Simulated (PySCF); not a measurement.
**SiH3O (SMILES [O][SiH3]) at 5 levels**

Wanted: a comparison of 5 runs (UB2PLYP/STO-3G, UB3LYP/STO-3G, UM06-2X/STO-3G, UPBE/STO-3G, UCCSDT/STO-3G) of SiH3O. 

The calculation is run with PySCF 2.14.0.

2 further runs of the same task are left out: 2 set aside as unsound or not needed.

### Step 1. The molecule

SiH3O has 5 atoms, charge 0, and is taken as a doublet. As SMILES, `[O][SiH3]`. The Si2–H5 distance was set to 3.291 Å, away from the relaxed value. At this shape a bond of the SMILES string is far longer than usual.

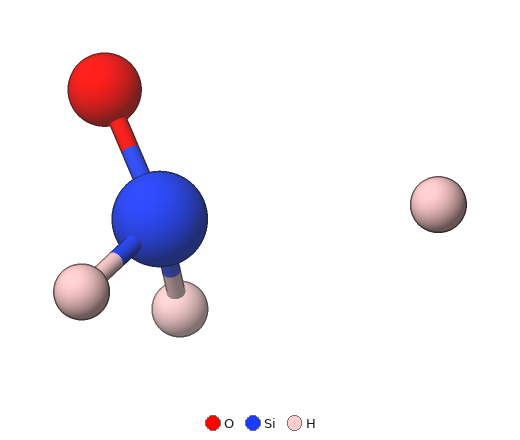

Viewed from a chosen angle; oxygen red, silicon blue, hydrogen pink.

### Step 2. A single-point energy at UB2PLYP/STO-3G (run 1)

The input, calc.py:

```python
from pyscf import gto, dft, mp

system = gto.Mole()
system.atom = '''
O   -2.596263  -1.073872   0.516681
Si  -1.245503  -1.333882  -0.153659
H   -1.300303  -1.584122  -1.621019
H   -0.493763  -2.500982   0.399401
H    0.917210   1.125960   0.164480
'''
system.max_memory = 1860
system.verbose = 3
system.basis = 'sto-3g'
system.spin = 1
system.build()

myscf = dft.UKS(system)
myscf.xc = '0.53*HF + 0.47*B88, 0.73*LYP'
myscf.conv_tol = 1e-10
myscf.grids.level = 5
myscf.kernel()
if not myscf.converged:
    myscf = myscf.newton().run(myscf.mo_coeff, myscf.mo_occ)

pt = mp.MP2(myscf, frozen=6).run()
etot = myscf.e_tot + 0.27 * pt.e_corr
print('PT2 part  %.8f' % (0.27 * pt.e_corr))
print('Final energy', etot)
```

Run with:

```sh
$ OMP_NUM_THREADS=1 python calc.py
```

Log:

```text
WARN: HOMO 0.123360463859328 >= LUMO 0.124100616015098

converged SCF energy = -361.596185123148  <S^2> = 0.75094965  2S+1 = 2.0009494
E(UMP2) = -361.771895075467  E_corr = -0.175709952318785
E(SCS-UMP2) = -361.779608475802  E_corr = -0.183423352654331
PT2 part  -0.04744169
Final energy -361.64362681027404
```

Wall time 5.1 s (1 thread of AMD EPYC 7R43 (Zen 3), shared host); peak memory 0.19 GiB.

### Step 3. The energy at UB3LYP/STO-3G (run 2)

The input, job.py:

```python
from pyscf import gto, dft

molecule = gto.M(
    atom='''
O   -2.596263  -1.073872   0.516681
Si  -1.245503  -1.333882  -0.153659
H   -1.300303  -1.584122  -1.621019
H   -0.493763  -2.500982   0.399401
H    0.917210   1.125960   0.164480
''',
    basis='sto-3g',
    spin=1,
    max_memory=1860,
    charge=0,
    verbose=3,
)

calc0 = dft.UKS(molecule)
calc0.xc = 'b3lyp'
calc0.conv_tol = 1e-10
calc0.grids.level = 5
calc0.kernel()
if not calc0.converged:
    calc0 = calc0.newton().run(calc0.mo_coeff, calc0.mo_occ)

energy = calc0.e_tot
print(f'total energy: {energy:.8f} hartree')
```

Run with:

```sh
$ OMP_NUM_THREADS=1 python job.py
```

Log:

```text
WARN: HOMO 0.151920442008447 >= LUMO 0.152775056205512

converged SCF energy = -361.885551548102  <S^2> = 0.75625213  2S+1 = 2.0062424
total energy: -361.88555155 hartree
```

It took 6 s on 1 thread of AMD EPYC 7R43 (Zen 3), shared host; peak memory 0.19 GiB.

### Step 4. A single-point energy at UM06-2X/STO-3G (run 3)

The input, input.py:

```python
from pyscf import gto, dft

mol = gto.Mole()
mol.atom = [
    ('O', (-2.596263, -1.073872, 0.516681)),
    ('Si', (-1.245503, -1.333882, -0.153659)),
    ('H', (-1.300303, -1.584122, -1.621019)),
    ('H', (-0.493763, -2.500982, 0.399401)),
    ('H', (0.917210, 1.125960, 0.164480)),
]
mol.charge = 0
mol.spin = 1
mol.verbose = 4
mol.max_memory = 1860
mol.basis = 'sto-3g'
mol.build()

calc0 = dft.UKS(mol, xc='m06-2x')
calc0.conv_tol = 1e-10
calc0.grids.level = 5
calc0.kernel()
if not calc0.converged:
    calc0 = calc0.newton().run(calc0.mo_coeff, calc0.mo_occ)

e_tot = calc0.e_tot
print('E(%s) = %.9f' % ('M06-2X', e_tot))
```

Run with:

```sh
$ OMP_NUM_THREADS=1 python input.py
```

Log:

```text
PySCF version 2.14.0

[... 112 lines left out ...]
converged SCF energy = -361.87848076825  <S^2> = 0.76212594  2S+1 = 2.0120894
E(M06-2X) = -361.878480768
```

Run time: 7.5 s. Hardware: 1 thread of AMD EPYC 7R43 (Zen 3), shared host; peak memory 0.21 GiB.

Run 4 isn't shown in full; the table further down has it.

### Step 5. A single-point energy at UCCSDT/STO-3G (run 5)

The input, calc.py:

```python
from pyscf import gto, scf, cc

mol = gto.M(
    atom=[
    ('O', (-2.596263, -1.073872, 0.516681)),
    ('Si', (-1.245503, -1.333882, -0.153659)),
    ('H', (-1.300303, -1.584122, -1.621019)),
    ('H', (-0.493763, -2.500982, 0.399401)),
    ('H', (0.917210, 1.125960, 0.164480)),
],
    spin=1,
    basis='sto-3g',
    verbose=3,
    max_memory=1860,
)

calc0 = scf.UHF(mol)
calc0.conv_tol = 1e-10
calc0.kernel()
if not calc0.converged:
    calc0 = calc0.newton().run(calc0.mo_coeff, calc0.mo_occ)

mycc = cc.CCSDT(calc0, frozen=6)
mycc.kernel()
e_tot = mycc.e_tot
print('E(%s) = %.9f' % ('CCSDT', e_tot))
```

Run with:

```sh
$ OMP_NUM_THREADS=1 python calc.py
```

Log:

```text
converged SCF energy = -360.953545356605  <S^2> = 0.75006731  2S+1 = 2.0000673
_make_eris_incore_UCCSDT

WARN: A large `blksize_v_aaa` is being used, which may cause large memory consumption
      for storing contraction intermediates. If memory is sufficient, consider using
      `pyscf.cc.uccsdt_highm.UCCSDT` instead.

WARN: A large `blksize_v_aab` is being used, which may cause large memory consumption
      for storing contraction intermediates. If memory is sufficient, consider using
      `pyscf.cc.uccsdt_highm.UCCSDT` instead.

UCCSDT converged
E(UCCSDT) = -361.1083258444781   E_corr = -0.1547804878733475
E_corr(same-spin) = -0.0161905822933108
E_corr(oppo-spin) = -0.138589905580037
E(CCSDT) = -361.108325844
```

It took 2.1 s on 1 thread of AMD EPYC 7R43 (Zen 3), shared host; peak memory 0.1 GiB.

### Step 6. Overview of the runs

```csv
run,level,frozen core orbitals,integration grid,energy (Eh),dipole moment (D) of the reference,HOMO energy (eV),LUMO energy (eV),wall time
1,UB2PLYP/STO-3G,6,5,-361.643627,1.94,-5.65,2.45,5.1 s
2,UB3LYP/STO-3G,–,5,-361.885552,1.78,-3.54,0.67,6 s
3,UM06-2X/STO-3G,–,5,-361.878481,1.89,-5.57,2.13,7.5 s
4,UPBE/STO-3G,–,5,-361.646678,1.70,-1.95,-0.03,4.8 s
5,UCCSDT/STO-3G,6,–,-361.108326,2.10,-8.05,5.23,2.1 s
```

### Step 7. What came out

| quantity | value |
| --- | --- |
| run 5: total energy | -361.10833 Eh |
| run 5: dipole moment (Hartree–Fock density) | 2.10 D |
| run 5: HOMO energy (Hartree–Fock orbitals) (highest over α and β) | -8.05 eV |
| run 5: LUMO energy (Hartree–Fock orbitals) (lowest over α and β) | 5.23 eV |
| run 5: correlation energy (6 core orbitals frozen) | -154.8 mEh |
| run 5: ⟨S²⟩ of the reference determinant | 0.750 |
| run 5: T1 diagnostic | 0.022 |

What this shows: Over runs 1, 2, 3, 4 the dipole moment (its size) runs from 1.70 D (UPBE/STO-3G) to 1.94 D (UB2PLYP/STO-3G). A double hybrid's value is that of its SCF part. Totals of different functionals can't be ranked against each other. In runs 1, 2, 3, 4, 5 the basis is minimal, so the values are rough. All runs together took 26 s, the longest 7.5 s.
